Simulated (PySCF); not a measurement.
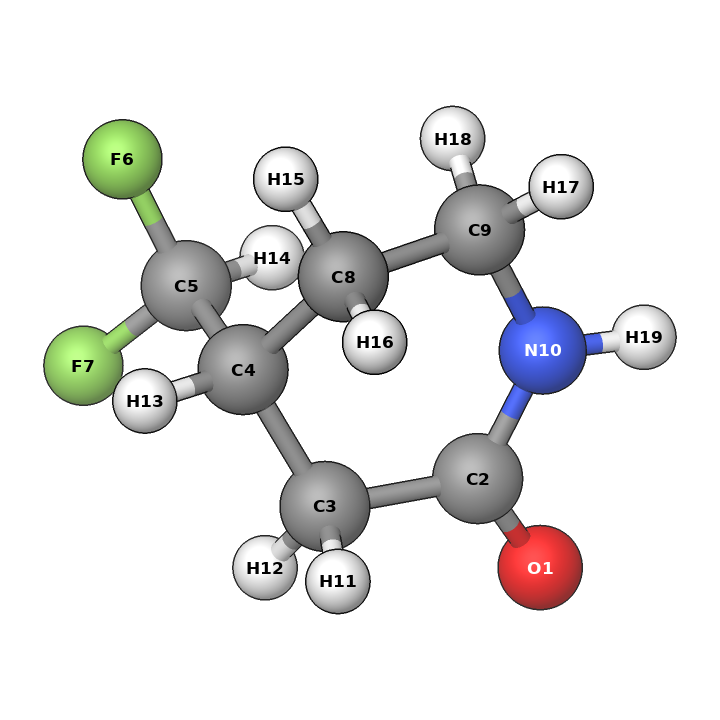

The computed structure is the end point of a PBE0-D3(BJ)/def2-SVP optimisation. No frequency run is at hand to confirm it as a minimum. Electric field gradients from the ground-state density, PBE0/pcSseg-1 in chloroform (IEF-PCM) (PySCF 2.14.0), non-relativistic apart from any core potentials.

Give the largest field-gradient component, the quadrupole coupling constant and the asymmetry for 17O at O1 (Q = −25.6 mb), 14N at N10 (Q = 20.44 mb), 2H at H11 (Q = 2.86 mb), 2H at H12 (Q = 2.86 mb).

```
atom  V_zz (a.u.)  e²qQ/h (MHz)     η
  O1       −1.536          9.24  0.15
 N10       −0.935         −4.49  0.11
 H11        0.284         0.191  0.02
 H12        0.287         0.193  0.01
```
